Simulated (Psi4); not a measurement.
# GeH2Br (SMILES [GeH2][Br]) at UCCSD/aug-cc-pVDZ

Aim: the vertical electron affinity of GeH2Br at UCCSD/aug-cc-pVDZ, from 2 runs. 

The calculation is run with Psi4 1.11.

**1. Starting point**

GeH2Br has 4 atoms, charge 0, and is taken as a doublet. SMILES: `[GeH2][Br]`. Geometry: relaxed at PBE0-D4/def2-TZVP.

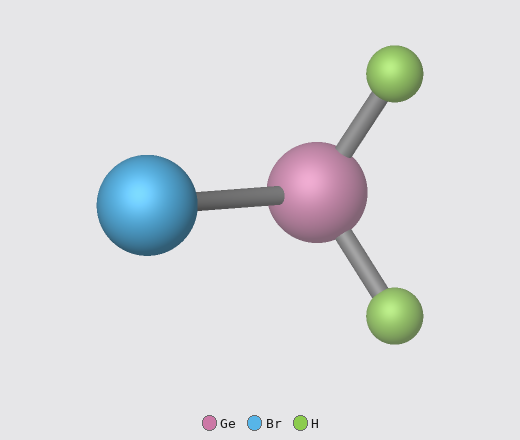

The structure, seen from a chosen angle (germanium pink, bromine blue, hydrogen green).

**2. The energy at UCCSD/aug-cc-pVDZ**

File brgeh2.xyz:

```xyz
4
BrGeH2
Ge     0.070100    -0.433600    -0.287800
Br     1.030500     0.294100     1.680700
H     -1.452500    -0.535300    -0.040300
H      0.407400     0.614600    -1.372800
```

File run.py:

```python
import psi4

psi4.set_memory(1600000000)
psi4.set_num_threads(1)
psi4.set_output_file('run.log', False)

with open('brgeh2.xyz') as f:
    atoms = ''.join(f.readlines()[2:])
molecule = psi4.geometry('0 2\n' + atoms + 'symmetry c1\nno_reorient\nno_com')

psi4.set_options({
    'basis': 'aug-cc-pVDZ',
    'reference': 'uhf',
    'puream': True,
    'e_convergence': 1e-09,
    'd_convergence': 1e-08,
    'scf_type': 'pk',
    'num_frozen_docc': 18,
    'maxiter': 200,
})

e_tot, wfn = psi4.energy('ccsd', return_wfn=True)
print(f'total energy {e_tot:.8f} hartree = {e_tot * 27.211386:.5f} eV')
```

Run with:

```bash
$ python run.py
```

run.log:

```text
[...]
  Running in c1 symmetry.
[...]
  Nuclear repulsion =  290.730269731501835
[...]
  Multiplicity = 2
[...]
  Nalpha       = 35
  Nbeta        = 34
[...]
    Number of basis functions: 90
[...]
   @UHF iter   1: -4648.27564466142212   -5.44847e+00   1.28837e-02 DIIS/ADIIS
[...]
   @UHF iter  14: -4648.89813920600591   -1.72804e-11   9.67324e-09 DIIS
[...]
   @S^2 Observed:                7.550601099E-01
[...]
    Orbital Energies [Eh]
    ---------------------
    Alpha Occupied:
       1A   -490.061692     2A   -405.337331     3A    -65.198339
       4A    -58.555089     5A    -58.554103     6A    -58.553873
       7A    -52.237617     8A    -46.327896     9A    -46.325945
      10A    -46.325016    11A     -9.849630    12A     -7.461353
      13A     -7.455460    14A     -7.454574    15A     -7.256267
      16A     -5.233477    17A     -5.229170    18A     -5.225927
      19A     -3.197187    20A     -3.194857    21A     -3.194276
      22A     -3.187744    23A     -3.187720    24A     -1.698462
      25A     -1.696540    26A     -1.693828    27A     -1.692508
      28A     -1.690528    29A     -1.012758    30A     -0.734416
      31A     -0.517393    32A     -0.489265    33A     -0.442450
      34A     -0.415102    35A     -0.345742
[...]
  @UHF Final Energy: -4648.89813920600591
   => Energetics <=
    Nuclear Repulsion Energy =            290.7302697315018349
    One-Electron Energy =               -7057.7065474036435262
    Two-Electron Energy =                2118.0781384661363518
    Total Energy =                      -4648.8981392060049984
  UHF NO Occupations:
  HONO-2 :   33  A 1.9995974
  HONO-1 :   34  A 1.9983487
[...]
 Multipole Moments:
 ------------------------------------------------------------------------------------
     Multipole            Electronic (a.u.)      Nuclear  (a.u.)        Total (a.u.)
 ------------------------------------------------------------------------------------
 L = 1.  Multiply by 2.5417464519 to convert [e a0] to [Debye]
 Dipole X            :        -70.7580397           70.4217779           -0.3362618
 Dipole Y            :          6.3575728           -6.6185768           -0.2610040
 Dipole Z            :        -91.7828569           91.0882008           -0.6946562
 Magnitude           :                                                    0.8147038
[...]
      * MP2 total energy                      = -4649.142570562050423
[...]
      * CCSD total energy                     = -4649.170129201987947
```

On the terminal:

```text
total energy -4649.17012920 hartree = -126510.36297 eV
```

Run time: 3.5 min. Hardware: 1 thread of AMD EPYC, shared host; peak memory 0.55 GiB.

**3. The singlet anion at the same level**

File run.py:

```python
import numpy as np
from ase.calculators.psi4 import Psi4
from ase import Atoms

mol = Atoms(['Ge', 'Br', 'H', 'H'], positions=[
    [0.070100, -0.433600, -0.287800],
    [1.030500, 0.294100, 1.680700],
    [-1.452500, -0.535300, -0.040300],
    [0.407400, 0.614600, -1.372800],
])
calc = Psi4(atoms=mol, method='ccsd', basis='aug-cc-pVDZ', memory='1600MB', num_threads=1, charge=-1, multiplicity=1, label='calc')
calc.psi4.set_options({'puream': True, 'e_convergence': 1e-09, 'd_convergence': 1e-08, 'scf_type': 'pk', 'num_frozen_docc': 18})
mol.calc = calc

print(f'energy: {mol.get_potential_energy():.6f} eV')
```

Run with:

```bash
$ python run.py
```

calc.dat:

```text
[...]
  Running in c1 symmetry.
[...]
  Nuclear repulsion =  290.730269731501835
[...]
  Multiplicity = 1
[...]
  Nalpha       = 35
  Nbeta        = 35
[...]
    Number of basis functions: 90
[...]
   @RHF iter   1: -4648.08912263313960   -5.26195e+00   1.39776e-02 ADIIS/DIIS
[...]
   @RHF iter  13: -4648.91990592165985   -1.27329e-11   4.33545e-09 DIIS
[...]
    Orbital Energies [Eh]
    ---------------------
    Doubly Occupied:
       1A   -489.866781     2A   -405.077653     3A    -65.003912
       4A    -58.360277     5A    -58.359699     6A    -58.359624
       7A    -51.979166     8A    -46.068142     9A    -46.067292
      10A    -46.067062    11A     -9.655351    12A     -7.266201
      13A     -7.261592    14A     -7.261127    15A     -6.995999
      16A     -4.972421    17A     -4.968659    18A     -4.966005
      19A     -3.002071    20A     -3.000266    21A     -2.999784
      22A     -2.994820    23A     -2.994800    24A     -1.441006
      25A     -1.438227    26A     -1.434253    27A     -1.431099
      28A     -1.429111    29A     -0.816490    30A     -0.489153
      31A     -0.294680    32A     -0.282096    33A     -0.244727
      34A     -0.223623    35A     -0.057872
[...]
  @RHF Final Energy: -4648.91990592165985
   => Energetics <=
    Nuclear Repulsion Energy =            290.7302697315018349
    One-Electron Energy =               -7073.0382684357064136
    Two-Electron Energy =                2133.3880927825448452
    Total Energy =                      -4648.9199059216598471
[...]
 Multipole Moments:
 ------------------------------------------------------------------------------------
     Multipole            Electronic (a.u.)      Nuclear  (a.u.)        Total (a.u.)
 ------------------------------------------------------------------------------------
 L = 1.  Multiply by 2.5417464519 to convert [e a0] to [Debye]
 Dipole X            :          1.7255779           -1.5321275            0.1934504
 Dipole Y            :         -0.1403603            0.7595528            0.6191926
 Dipole Z            :          2.2871620           -1.4829228            0.8042392
 Magnitude           :                                                    1.0332585
[...]
      * MP2 total energy                      = -4649.193170425245626
[...]
      * CCSD total energy                     = -4649.221387115863763
```

On the terminal:

```text
energy: -126511.757878 eV
```

Wall time 2.2 min (1 thread of AMD EPYC, shared host); peak memory 0.55 GiB.

**4. Results**

Level: UCCSD/aug-cc-pVDZ, 18 core orbitals frozen.

| quantity | value |
| --- | --- |
| doublet GeH2Br: total energy | -4649.17013 Eh |
| doublet GeH2Br: HOMO energy (Hartree–Fock orbitals) (highest over α and β) | -9.41 eV |
| doublet GeH2Br: LUMO energy (Hartree–Fock orbitals) (lowest over α and β) | 0.10 eV |
| doublet GeH2Br: correlation energy (18 core orbitals frozen) | -272.0 mEh |
| doublet GeH2Br: ⟨S²⟩ of the reference determinant | 0.755 |
| doublet GeH2Br: T1 diagnostic | 0.014 |
| singlet anion: total energy | -4649.22139 Eh |
| singlet anion: HOMO energy (Hartree–Fock orbitals) | -1.57 eV |
| singlet anion: LUMO energy (Hartree–Fock orbitals) | 4.38 eV |
| singlet anion: HOMO–LUMO gap (to an unbound level, set by the basis) | 5.95 eV |
| singlet anion: correlation energy (18 core orbitals frozen) | -301.5 mEh |
| singlet anion: T1 diagnostic | 0.008 |
| vertical electron affinity (to the singlet anion) | 1.395 eV |

What this shows: At fixed nuclei the extra electron is bound by 1.39 eV (135 kJ/mol).
